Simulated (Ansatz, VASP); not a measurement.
# CdPbO2 in two plane-wave programs

Aim: how closely do two programs agree when they are given the same cell, functional and k mesh? The cell is invented: As first built, before any earlier steps moved the atoms: it takes the EuO structure with some of its atoms replaced by other elements, volume scaled by an estimate. It may not be a known or stable phase. The cell comes out of the VASP series on this material, whose earlier steps may have relaxed, scaled or displaced it; both programs get it as it stands.

Method: plane waves, with VASP 6.6.1 beside it; relaxation of cell and atoms at revPBE and elastic constants at revPBE, in Ansatz 0.2.0.

### Step 1. The starting structure

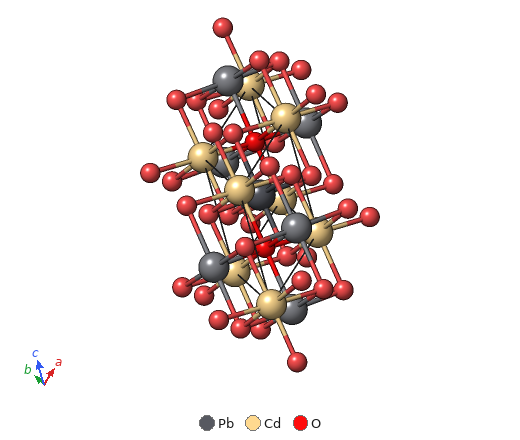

The starting structure, seen slightly off an axis (lead dark grey, cadmium orange, oxygen red). Some periodic images of atoms are drawn too.

### Step 2. VASP: relaxation of cell and atoms, revPBE

The relaxed volume is the usual yardstick between codes: its relative difference is about their pressure difference at one cell divided by the bulk modulus.

Lines of VASP's logs that name or quote its potential files are left out, and so is its time.

INCAR

```
SYSTEM = CdPbO2
PREC = Accurate
ENCUT = 520
EDIFF = 1E-06
NELM = 100
ISMEAR = -1
SIGMA = 0.05
LREAL = .FALSE.
ALGO = Normal
GGA = RE
NBANDS = 25
LORBIT = 11
LWAVE = .FALSE.
LCHARG = .FALSE.
KPAR = 2
IBRION = 2
NSW = 60
ISIF = 3
EDIFFG = -0.01
```

POSCAR

```
CdPbO2
1.0
    1.8028732746      1.0399087881      5.8548408103
   -1.7796633387      1.0331908436      5.8489000720
    0.0057871063     -2.0613728058      5.8497912698
Pb Cd O
1 1 2
Direct
    0.5005874725      0.5028723775      0.4982743363
    0.0041547155      0.9984925429      0.9990135346
    0.7431749302      0.7418020698      0.7417481565
    0.2540388818      0.2626000098      0.2610619726
```

KPOINTS

```
Automatic mesh
0
Gamma
7 7 7
0 0 0
```

PAW data sets: Pb_d, Cd and O (PBE family, release 64).

Command:

```bash
mpirun -np 2 vasp_std
```

Numbers of over 12 decimals in the logs are rounded to 6 here.

The program printed:

```text
[banner, memory and clock lines left out]
running    2 mpi-ranks, on    1 nodes
 distrk:  each k-point on    1 cores,    2 groups
 distr:  one band on    1 cores,    1 groups

 POSCAR found type information on POSCAR PbCdO
 POSCAR found :  3 types and       4 ions
|                                                                             |
|               ----> ADVICE to this user running VASP <----                  |
|                                                                             |
|     You enforced a specific xc type in the INCAR file but a different       |
|     [... a line on the potential file left out ...]
|     I HOPE YOU KNOW WHAT YOU ARE DOING!                                     |
|                                                                             |

 LDA part: xc-table for (Slater+PW92), standard interpolation
 POSCAR, INCAR and KPOINTS ok, starting setup
 FFT: planning ... GRIDC
 FFT: planning ... GRID_SOFT
 FFT: planning ... GRID
 WAVECAR not read
 entering main loop
       N       E                     dE             d eps       ncg     rms          rms(c)
DAV:   1     0.399584176256E+03    0.39958E+03   -0.20310E+04  8656   0.176E+03
DAV:   2     0.157020251005E+02   -0.38388E+03   -0.36883E+03  9514   0.456E+02
DAV:   3    -0.198039232741E+02   -0.35506E+02   -0.34688E+02 10249   0.145E+02
DAV:   4    -0.208101813668E+02   -0.10063E+01   -0.10031E+01  9719   0.263E+01
DAV:   5    -0.208355968586E+02   -0.25415E-01   -0.25406E-01 10472   0.433E+00    0.127E+01
DAV:   6    -0.169153068073E+02    0.39203E+01   -0.22057E+01 12978   0.488E+01    0.916E+00
DAV:   7    -0.166888338810E+02    0.22647E+00   -0.28191E+00  8836   0.156E+01    0.426E+00
DAV:   8    -0.166775026678E+02    0.11331E-01   -0.57275E-01  9242   0.534E+00    0.130E+00
DAV:   9    -0.166648197638E+02    0.12683E-01   -0.50706E-02 11658   0.206E+00    0.331E-01
DAV:  10    -0.166648986074E+02   -0.78844E-04   -0.76568E-03  8873   0.680E-01    0.111E-01
DAV:  11    -0.166652684258E+02   -0.36982E-03   -0.11538E-03 10155   0.221E-01    0.746E-02
DAV:  12    -0.166652748807E+02   -0.64550E-05   -0.11036E-04 10046   0.849E-02    0.390E-02
DAV:  13    -0.166652595031E+02    0.15378E-04   -0.57058E-05  9782   0.484E-02    0.128E-02
DAV:  14    -0.166652604792E+02   -0.97617E-06   -0.41146E-06  9962   0.161E-02
   1 F= -.16665260E+02 E0= -.16665192E+02  d E =-.166653E+02
[... from here on, the cycles between the ionic steps are left out ...]
   2 F= -.16665383E+02 E0= -.16665315E+02  d E =-.122980E-03
   3 F= -.16665590E+02 E0= -.16665523E+02  d E =-.329724E-03
   4 F= -.16665606E+02 E0= -.16665539E+02  d E =-.345315E-03
   5 F= -.16665686E+02 E0= -.16665619E+02  d E =-.805028E-04
   6 F= -.16665702E+02 E0= -.16665635E+02  d E =-.963303E-04
   7 F= -.16665705E+02 E0= -.16665638E+02  d E =-.987582E-04
   8 F= -.16665728E+02 E0= -.16665661E+02  d E =-.234409E-04
 trial-energy change:   -0.000023  1 .order   -0.000025   -0.000031   -0.000019
 step:   2.0105(harm=  2.0105)  dis= 0.00223  next Energy=   -16.665744 (dE=-0.398E-04)
 bond charge predicted
       N       E                     dE             d eps       ncg     rms          rms(c)
DAV:   1    -0.166657187209E+02    0.95106E-05   -0.32904E-02  8689   0.127E+00    0.442E-02
DAV:   2    -0.166657552642E+02   -0.36543E-04   -0.72163E-04 10066   0.217E-01    0.218E-02
DAV:   3    -0.166657478561E+02    0.74082E-05   -0.23437E-05 12219   0.593E-02    0.131E-02
DAV:   4    -0.166657445002E+02    0.33559E-05   -0.74861E-06 10423   0.312E-02    0.511E-03
DAV:   5    -0.166657440212E+02    0.47896E-06   -0.18539E-06  4516   0.121E-02
   9 F= -.16665744E+02 E0= -.16665676E+02  d E =-.394684E-04
 curvature:  -1.79 expect dE=-0.160E-04 dE for cont linesearch -0.485E-06
 trial: gam= 0.03096 g(F)=  0.788E-05 g(S)=  0.104E-05 ort = 0.437E-05 (trialstep = 0.103E+01)
 search vector abs. value=  0.926E-05
 reached required accuracy - stopping structural energy minimisation
```

Parts of OUTCAR (step 2):

```text
ion  position               nearest neighbor table
   1  0.501  0.503  0.498-   3 2.61   4 2.62   4 2.62   3 2.62   3 2.62   4 2.63   2 3.57   2 3.58
                             2 3.58   2 3.59   2 3.59   2 3.59
   2  0.004  0.998  0.999-   4 2.43   4 2.44   3 2.45   3 2.45   3 2.45   4 2.48   1 3.57   1 3.58
                             1 3.58   1 3.59   1 3.59   1 3.59
   3  0.743  0.742  0.742-   2 2.45   2 2.45   2 2.45   1 2.61   1 2.62   1 2.62
   4  0.254  0.263  0.261-   2 2.43   2 2.44   2 2.48   1 2.62   1 2.62   1 2.63

  LATTYP: Found a triclinic cell.
 ALAT       =     3.5825478376
 B/A-ratio  =     0.9972501080
 C/A-ratio  =     1.7344552329
 COS(alpha) =     0.0002745407
 COS(beta)  =     0.2920170429
 COS(gamma) =     0.4981233604

 Subroutine GETGRP returns: Found  1 space group operations
 (whereof  1 operations were pure point group operations)

The static configuration has the point symmetry C_1 .

 Found    172 irreducible k-points:

   k-points           NKPTS =    172   k-points in BZ     NKDIM =    172   number of bands    NBANDS=     25

   dimension x,y,z NGX =    48 NGY =   48 NGZ =   48
   dimension x,y,z NGXF=    96 NGYF=   96 NGZF=   96

   ENCUT  =  520.0 eV  38.22 Ry    6.18 a.u.  11.55 11.53 11.53*2*pi/ulx,y,z

   NELECT =      38.0000    total number of electrons

 k-points in reciprocal lattice and weights: Automatic mesh
   0.00000000  0.00000000  0.00000000       0.003
   0.14285714  0.00000000  0.00000000       0.006
   0.28571429 -0.00000000  0.00000000       0.006
   0.42857143  0.00000000  0.00000000       0.006
  -0.00000000  0.14285714  0.00000000       0.006
   0.14285714  0.14285714  0.00000000       0.006
   0.28571429  0.14285714  0.00000000       0.006
   0.42857143  0.14285714  0.00000000       0.006
  -0.42857143  0.14285714 -0.00000000       0.006
[...]
-0.28571429 -0.14285714  0.42857143       0.006
  -0.14285714 -0.14285714  0.42857143       0.006

 average (electrostatic) potential at core
       1 -92.4824       2 -36.1465       3 -70.1335       4 -70.1347

 E-fermi :   4.5205

 k-point     1 :       0.0000    0.0000    0.0000
  band No.  band energies     occupation
    ...
     15       2.3172      2.00000
     16       2.5262      2.00000
     17       2.5292      2.00000
     18       3.2185      2.00000
     19       3.2262      2.00000
     20       6.1148      0.00000
     21       7.9359      0.00000
     22      11.1931      0.00000
     23      11.2009      0.00000
     24      15.9634      0.00000
    ...

 k-point     2 :       0.1429    0.0000    0.0000
  band No.  band energies     occupation
    ...
     15       2.1848      2.00000
     16       2.4898      2.00000
     17       2.5577      2.00000
     18       3.0744      2.00000
     19       3.2968      2.00000
     20       6.9072      0.00000
     21       7.5116      0.00000
     22      10.2256      0.00000
     23      11.1051      0.00000
     24      14.2142      0.00000
    ...

 k-point     3 :       0.2857   -0.0000    0.0000
  band No.  band energies     occupation
    ...
     15       0.9697      2.00000
     16       2.3609      2.00000
     17       2.4066      2.00000
     18       2.7833      2.00000
     19       3.9742      1.99996
     20       6.7764      0.00000
     21       8.2212      0.00000
     22       9.2093      0.00000
     23      10.7528      0.00000
     24      12.3361      0.00000
    ...

  Total        0.0048381      0.0057414     -0.0036341     -0.0008447      0.0009180      0.0026374
  in kB        0.1193538      0.1416362     -0.0896509     -0.0208371      0.0226462      0.0650633
  external PRESSURE =       0.0571130 kB  Pullay stress =       0.0000000 kB

  energy-cutoff  :      520.00
  volume of cell :       64.95
      direct lattice vectors                 reciprocal lattice vectors
     1.792526156  1.034794074  5.854984980     0.279232271  0.161192612  0.056817856
    -1.787392999  1.032942017  5.853708862    -0.279439782  0.161481743  0.057011720
     0.000962613 -2.065062847  5.853865447     0.000146634 -0.322700863  0.056988378

 POSITION                                       TOTAL-FORCE (eV/Angst)
 -----------------------------------------------------------------------------------
      0.00300      0.00860      8.79280        -0.002201     -0.001902     -0.004225
      1.78899      1.03623      5.86579         0.005804      0.000539      0.004736
      0.00613      0.00296     13.03386        -0.007323     -0.001772     -0.000020
     -0.00326     -0.00121      4.55215         0.003720      0.003134     -0.000492
 -----------------------------------------------------------------------------------
    total drift:                               -0.000510      0.000028     -0.000311

  FREE ENERGIE OF THE ION-ELECTRON SYSTEM (eV)
  ---------------------------------------------------
  free  energy   TOTEN  =       -16.6657440212 eV

  energy  without entropy=      -16.6656088204  energy(sigma->0) =      -16.66567642

 reached required accuracy - stopping structural energy minimisation

 total charge
# of ion       s       p       d       tot
------------------------------------------
    1        1.511   0.449   9.864  11.824
    2        0.324   0.207   9.630  10.160
    3        1.582   3.310   0.000   4.892
    4        1.582   3.310   0.000   4.892
--------------------------------------------------
tot          4.999   7.276  19.494  31.769

[... 3 further parts left out ...]
```

CONTCAR:

```
CdPbO2
   1.00000000000000
     1.7925261564317001    1.0347940741744346    5.8549849802473357
    -1.7873929985320813    1.0329420169946784    5.8537088621051936
     0.0009626125989880   -2.0650628472819488    5.8538654471535549
  Pb              Cd              O
     1     1     2
Direct
     0.5018129383629522    0.5018428996430929    0.4983120115187232
     0.9998577337151039    0.0018354795900380    0.0001534676022694
     0.7427466734691290    0.7418469251974940    0.7418231235710494
     0.2575386544528150    0.2602416955693810    0.2598093973079592
```

### Step 3. Ansatz: relaxation of cell and atoms, revPBE

Ansatz runs on its default PAW (the set named soft_2) files.

The same cell, functional, mesh and smearing now go to Ansatz, which takes its cutoff from its data sets.

input.yaml

```yaml
crystal:
  lattice:
    - [1.8028732746, 1.0399087881, 5.8548408103]
    - [-1.7796633387, 1.0331908436, 5.848900072]
    - [0.0057871063, -2.0613728058, 5.8497912698]
  atoms:
    - { symbol: Pb, position: [0.5005874725, 0.5028723775, 0.4982743363] }
    - { symbol: Cd, position: [0.0041547155, 0.9984925429, 0.9990135346] }
    - { symbol: O, position: [0.7431749302, 0.7418020698, 0.7417481565] }
    - { symbol: O, position: [0.2540388818, 0.2626000098, 0.2610619726] }
hamiltonian:
  xc: revpbe
  pseudopotentials: { kind: paw }
kpoints:
  mp_grid: { grid: [7, 7, 7] }
scf:
  occupations: { method: fermi_dirac, width: 0.05 }
relax:
  f_tol: 0.01
  max_steps: 60
  cell: { stress_tol: 0.05 }
output:
  forces: true
  stress: true
```

Command:

```bash
ansatz run input.yaml --threads 4 --pin off --max-ram 9216MiB --backend cpu --events-out ev --progress --plain --runs-dir out
```

The program printed:

```text
basis.fft_grid_basis auto: the FFT boxes are laid along the combinations [[1, -1, 0], [0, 1, -1], [0, 1, 0]] of the cell's own vectors, 3.583, 3.573 and 6.200 Å long. The dense box has 24×24×45 points. Along the cell's own vectors, as sized, it would have 45×45×45, 3.52 times as many. basis.fft_grid_basis: typed keeps the cell's own vectors: state it where this run's energies or levels are differenced outside the engine with another run's, or held beside a run that keeps those vectors.
Engine: ansatz 0.2.0, aarch64-unknown-linux-gnu
Pseudopotentials: kind: paw
Pseudopotential: Pb, paw, valence charge 14, recommended cutoff 420 eV (normal), Pb.paw.azcp
Pseudopotential: Cd, paw, valence charge 20, recommended cutoff 420 eV (normal), Cd.paw.azcp
Pseudopotential: O, paw, valence charge 6, recommended cutoff 420 eV (normal), O.paw.azcp
Functional definition: revPBE
  parameter kappa = 1.245
  parameter beta = 0.066725
  exchange = pbe_x(kappa = kappa, mu = beta*pi^2/3)
  correlation = pbe_c(beta = beta)
Crystal: 4 atoms, lattice volume = 64.938 Å³
Basis set: ecut = 420 eV, 1237 PW (Γ), FFT grids on a1−a2, a2−a3, a2, exchange–correlation on 48×48×90 points (8 copies of the dense FFT grid, shifted against one another)
Bands: 28, of which v1, the nominal top of the filled ones, is band 23 counted from 1 (22 counted from 0)
Symmetry: 1 space group operations
Space group: P1 (ITA 1), of the structure as read, at distance tolerance 4.0e-5 Å
k-points: 172 of 343 (time reversal used)
Non-local potential: Pb, projectors of the file, l = 0: 2, l = 1: 2, l = 2: 2, l = 3: 2
Non-local potential: Cd, projectors of the file, l = 0: 3, l = 1: 2, l = 2: 2, l = 3: 1
Non-local potential: O, projectors of the file, l = 0: 2, l = 1: 2, l = 2: 1
PAW form: soft (Blöchl's): semilocal exchange-correlation on the pseudo side does not see the compensation charge
PAW frozen core: Pb, regenerated for the run's functional, and the local potential with it (the file was generated under x = pbe(κ = 0.804, μ = 0.219515), c = pbe(β = 0.066725))
PAW frozen core: Cd, regenerated for the run's functional, and the local potential with it (the file was generated under x = pbe(κ = 0.804, μ = 0.219515), c = pbe(β = 0.066725))
PAW frozen core: O, regenerated for the run's functional, and the local potential with it (the file was generated under x = pbe(κ = 0.804, μ = 0.219515), c = pbe(β = 0.066725))
PAW one-centre angular grid: Pb, 590 points (default); XC on 64 Gauss nodes
PAW one-centre angular grid: Cd, 590 points (default); XC on 64 Gauss nodes
PAW one-centre angular grid: O, 110 points (default); XC on 64 Gauss nodes
Initial density: superposition of atomic densities (neutral atoms: chi_scale 0, normalization atom), corrected by the library's trained network
Initial wavefunctions: pseudopotential atomic-orbital guess
Functional: x = revpbe(κ = 1.245, μ = 0.219515), c = pbe(β = 0.066725)
SCF iter   1: F=—  HF=-21313.747537 eV  |F-HF|=—  |Δ(HF+E_count)|=         —  Δρ=4.87e-3  dr2=1.52e-2  ethr=1.77e-3  ⟨swp⟩=6.0  Hψ=19248  notcnv=0
preconditioner: auto → Resta (q_TF=auto, 2.576 Å⁻¹)  ε∞=5.0  [insulator: Δε(μ)=0.561 eV  Ē_g=14.143 eV  σ=0.050 eV  W_gap=0.99  n_scr=22 (ndim 8)  ℏωp=28.4 eV  f_vac=0.001  D(μ)=0.01/eV (n_scr^D=0)  ε∞_Penn≈5.0]
SCF iter   2: F=—  HF=-21313.745982 eV  |F-HF|=—  |Δ(HF+E_count)|=   1.55e-3  Δρ=2.19e-3  dr2=3.42e-3  ethr=3.30e-5  ⟨swp⟩=3.0  Hψ=9345  notcnv=0  defer=46
SCF iter   3: F=—  HF=-21313.745547 eV  |F-HF|=—  |Δ(HF+E_count)|=   4.35e-4  Δρ=5.80e-4  dr2=2.65e-4  ethr=7.44e-6  ⟨swp⟩=2.3  Hψ=7931  notcnv=0  defer=46
SCF iter   4: F=—  HF=-21313.745573 eV  |F-HF|=—  |Δ(HF+E_count)|=   2.60e-5  Δρ=1.30e-4  dr2=9.49e-6  ethr=5.76e-7  ⟨swp⟩=2.0  Hψ=6461  notcnv=0  defer=46
SCF iter   5: F=—  HF=-21313.745587 eV  |F-HF|=—  |Δ(HF+E_count)|=   1.36e-5  Δρ=4.19e-5  dr2=8.03e-7  ethr=2.06e-8  ⟨swp⟩=2.0  Hψ=6739  notcnv=0  defer=46
SCF iter   6: F=-21313.745589 eV  HF=-21313.745589 eV  |F-HF|=5.38e-8  |Δ(HF+E_count)|=   2.00e-6  Δρ=7.24e-6  dr2=2.49e-8  ethr=2.17e-10  ⟨swp⟩=5.0  Hψ=18492  notcnv=0
SCF 1 converged in 6 iterations: F = -21313.745589 eV  dr2 = 2.49e-8
  greatest PAW one-centre occupation: 1.000 electrons in one spin orbital (limit 2), on the Cd atom at site 1 (counted from 0), in its partial waves of l = 1
relax step   1: F+E_penalty+E_count = -21313.74558880 eV  Δ(F+E_penalty+E_count) = +0.000e0 eV  max|allowed force component| = 4.597e-2 eV/Å  Δτ_max = 0.0000 Å  P = -0.270 GPa  Ω = 64.938 Å³  (6 SCF iters, dr2 threshold 1.00e-7 eV, accepted)
[...]
relax step   2: F+E_penalty+E_count = -21313.74673892 eV  Δ(F+E_penalty+E_count) = -1.150e-3 eV  max|allowed force component| = 2.267e-2 eV/Å  Δτ_max = 0.0084 Å  P = +0.050 GPa  Ω = 64.696 Å³  energy of the carried Pulay correction = +5.595e-4 eV  (6 SCF iters, dr2 threshold 3.25e-7 eV, accepted)
[...]
relax step   3: F+E_penalty+E_count = -21313.74688278 eV  Δ(F+E_penalty+E_count) = -1.439e-4 eV  max|allowed force component| = 1.516e-2 eV/Å  Δτ_max = 0.0026 Å  P = +0.076 GPa  Ω = 64.686 Å³  energy of the carried Pulay correction = +5.829e-4 eV  (6 SCF iters, dr2 threshold 3.51e-8 eV, accepted)
[...]
relax step   4: F+E_penalty+E_count = -21313.74688039 eV  Δ(F+E_penalty+E_count) = +2.390e-6 eV  max|allowed force component| = 6.971e-3 eV/Å  Δτ_max = 0.0034 Å  P = +0.017 GPa  Ω = 64.726 Å³  energy of the carried Pulay correction = +4.912e-4 eV  (6 SCF iters, dr2 threshold 3.61e-8 eV, accepted)
[...]
relax step   5: F+E_penalty+E_count = -21313.74694643 eV  Δ(F+E_penalty+E_count) = -6.604e-5 eV  max|allowed force component| = 6.731e-4 eV/Å  Δτ_max = 0.0084 Å  P = -0.001 GPa  Ω = 64.732 Å³  energy of the carried Pulay correction = +4.776e-4 eV  (6 SCF iters, dr2 threshold 6.72e-9 eV, accepted)
[...]
relax step   6: F+E_penalty+E_count = -21313.74655557 eV  Δ(F+E_penalty+E_count) = +3.909e-4 eV  max|allowed force component| = 6.800e-4 eV/Å  Δτ_max = 0.0000 Å  P = -0.013 GPa  Ω = 64.732 Å³  stress off target by 3.00e-2 GPa  SCF on the basis re-selected at this cell (its energy is not comparable with the rows above)  (8 SCF iters)
basis re-selected at this cell: Δ(F+E_penalty+E_count) = +3.909e-4 eV, ΔP = -0.012 GPa vs the last step (what re-selecting the basis moved, of the pressure what is left beyond the Pulay correction that the steps carried, after the strain that the cell walked since its last selection, with what the two solves' SCF thresholds leave and, on support functions, any second-order correction that the steps lacked; it is no m [...]
SCF converged after 8 iterations
Free energy (F): -21313.746556 eV
Harris-Foulkes:  -21313.746556 eV  (|F-HF|=0.00e0)
Internal energy: -21313.746434 eV  (E = F + TS)
E sigma→0 (E₀):  -21313.746495 eV
Entropy (-TS):   -0.000122 eV (-0.030 meV/atom)
Fermi energy:    10.930074 eV
--- Per-component energies (eV) ---
  E_band       = -425.448910
  E_kinetic    = 1137.703105
  E_local      = -4815.884077  (includes V_loc(G=0)·N_el)
  E_nonlocal   = 479.559499
  E_hartree    = 2128.230715
  E_xc         = -545.829277
  E_vxc        = -541.644504  (∫ρ·V_xc dr)
  E_paw        = -14821.301977  (= ΣΔE_a)
  E_vpaw       = -941.649083  (= ΣTr[D̂ρ^β])
  E_aug_tail   = 0.004721  (compensation charges beyond the density's cutoff)
  E_ewald      = -4876.173052
  E_core_change = -0.056090  (= ΣΔE_core)
  E_smearing   = -0.000122  (= −TS)
  E_closure    = -0.000000  (closes the sum)
  Σ components = -21313.746556   (vs F -21313.746556, Δ=0.00e0)
--- Forces (eV/Å), atoms counted from 1 ---
  atom   1  Pb    -0.00040277    -0.00044096     0.00006306
  atom   2  Cd    -0.00014422    -0.00012919     0.00003229
  atom   3  O     -0.00013297     0.00010226    -0.00000542
  atom   4  O      0.00067995     0.00046789    -0.00008992
  max |Σ_I F_I| component: 1.68e-8 eV/Å
--- Stress (GPa, compression-positive) ---
       -0.017388      -0.009788      -0.009982
       -0.009788      -0.009809      -0.003921
       -0.009982      -0.003921      -0.011134
  P = ⅓ Tr σ = -0.0128 GPa (-0.128 kbar)
--- Relaxed structure (5 steps of the walk, 5 accepted, 1 SCFs on fresh bases) ---
  F+E_penalty+E_count = -21313.74655557 eV   max|allowed force component| = 6.800e-4 eV/Å   (the final SCF, on the basis selected at the relaxed cell)
  cell:  # Å, volume = 64.7315 Å³
    - [1.789188, 1.032831, 5.850791]
    - [-1.785647, 1.031801, 5.849855]
    - [0.000877835, -2.062879, 5.850003]
  atoms:
    - { symbol: Pb, position: [0.501291, 0.501242, 0.499410] }
    - { symbol: Cd, position: [0.000484125, 1.001435, 1.000024] }
    - { symbol: O, position: [0.741602, 0.742508, 0.741378] }
    - { symbol: O, position: [0.258578, 0.260581, 0.259286] }
```

The job ended after 37 s (4 threads of Arm Neoverse V1, shared host; peak memory 0.55 GiB; 2.4 min of CPU time).

[end of part 1 of 2]

[Lines on the potential files, build, host, timing and source positions are cut from VASP's logs without a mark.]

[Logs are printed without paths, hosts, clocks, repeated set-up lines and the standing remarks that a program may print on its own settings, such as how far it seeks lower states.]

[Hosts, paths, dates, database ids (printed as entryN), source tags and the programs' standing remarks are cut or masked in the printed files.]
